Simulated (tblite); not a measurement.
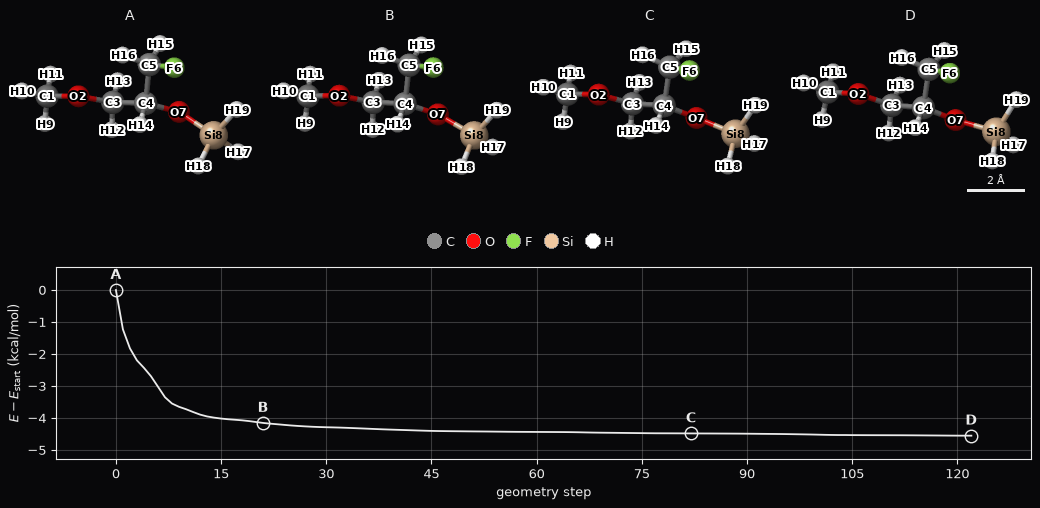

Frames of a relaxation of C$_{4}$H$_{11}$FO$_{2}$Si, marked on the history of the run. The picture is a ball-and-stick view, seen at a tilt.

Level of theory: GFN2-xTB geometry optimisation, gas phase (tblite 0.8.0). 

> Describe the path.

The largest move after the best rigid fit is that of H18, 0.58 Å. By element the largest moves are H 0.58 Å, O 0.35 Å, F 0.28 Å, C 0.18 Å, Si 0.16 Å. Among the contacts that change: C4–O7 1.435 → 1.390 Å, O7–Si8 1.661 → 1.628 Å, Si8–H17 1.486 → 1.455 Å, C4–C5 1.550 → 1.526 Å. Bond angles that change, for instance: O7–Si8–H17 108.6° → 97.3°, C4–O7–Si8 119.4° → 129.7°, H17–Si8–H18 108.6° → 113.9°. Groups turn about C4–O7 by about 25°. The energy falls by 4.55 kcal/mol in 122 geometry steps. From step 0 to 21: H17 moves most (0.29 Å), energy −4.15 kcal/mol. From step 21 to 82: H18 moves most (0.22 Å), energy −0.33 kcal/mol. From step 82 to 122: H19 moves most (0.29 Å), energy −0.07 kcal/mol.

| step | E − E(0), kcal/mol |
| --- | --- |
| 0 | 0.00 |
| 1 | -1.23 |
| 2 | -1.82 |
| 3 | -2.20 |
| 4 | -2.43 |
| 5 | -2.69 |
| 6 | -3.02 |
| 7 | -3.35 |
| 8 | -3.55 |
| 9 | -3.65 |
| 10 | -3.72 |
| 16 | -4.04 |
| 22 | -4.17 |
| 28 | -4.27 |
| 34 | -4.31 |
| 39 | -4.36 |
| 45 | -4.40 |
| 51 | -4.42 |
| 57 | -4.43 |
| 63 | -4.44 |
| 69 | -4.46 |
| 75 | -4.47 |
| 81 | -4.48 |
| 87 | -4.48 |
| 93 | -4.49 |
| 98 | -4.51 |
| 104 | -4.53 |
| 110 | -4.54 |
| 116 | -4.54 |
| 122 | -4.55 |
